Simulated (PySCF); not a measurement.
```xyz
13

Si    2.4415    0.1236   -0.1093
S     0.7447    1.4283    0.2103
C    -0.5242    0.4603   -0.4154
C    -1.9956    0.7113   -0.3857
O    -2.2276   -0.6999   -0.3283
C    -0.8326   -0.9932   -0.2502
H     3.5470    0.9826    0.2739
H     2.2813   -1.0334    0.7638
H     2.4431   -0.2719   -1.5110
H    -2.3862    1.2338    0.4977
H    -2.4314    1.1653   -1.2835
H    -0.5588   -1.4438    0.7149
H    -0.5055   -1.6625   -1.0564
```

Geometry: GFN2-xTB.

Theory: UKS B3LYP, pcH-1 on C H O S Si, non-relativistic, mean-field spin-orbit, GIAO in PySCF.

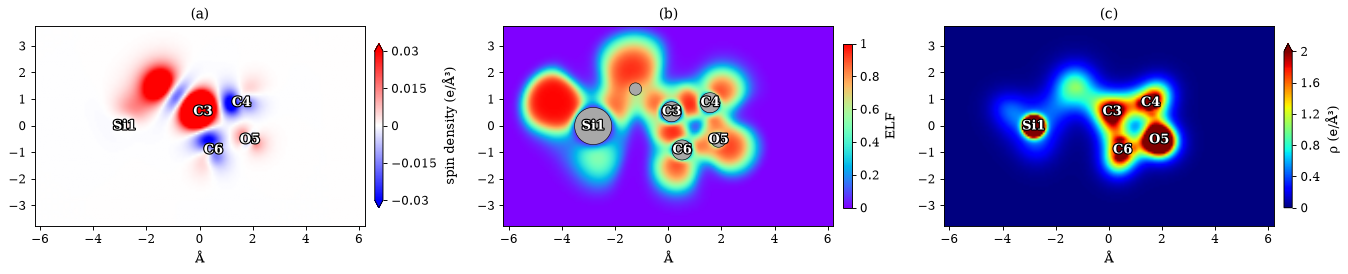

C$_{3}$H$_{7}$OSSi (SMILES [SiH3]S[C]1COC1) (doublet). (a) spin density (α minus β); (b) electron localisation function; (c) electron density on the plane of atoms C4, O5 and C6. Grey discs cover the atomic cores in the ELF map.

Describe what can be read from this map.

Answer. Atoms in the plane: Si, C and O.
C–O (1.43 Å): ρ is about 1.7 e/Å³ halfway; the ELF peaks at about 0.85 between the atoms; a polar covalent bond.
C–C (1.49 Å): ρ at the midpoint is about 1.5 e/Å³; the ELF peaks at about 0.90 between the atoms: a shared electron pair.
The ELF also peaks beside O5 and S2, away from the bonds: non-bonding electrons, paired or unpaired.
The unpaired spin (1 electron) lies mostly on C3 (about 0.6) and S2 (about 0.2), in electrons by Hirshfeld's partition.
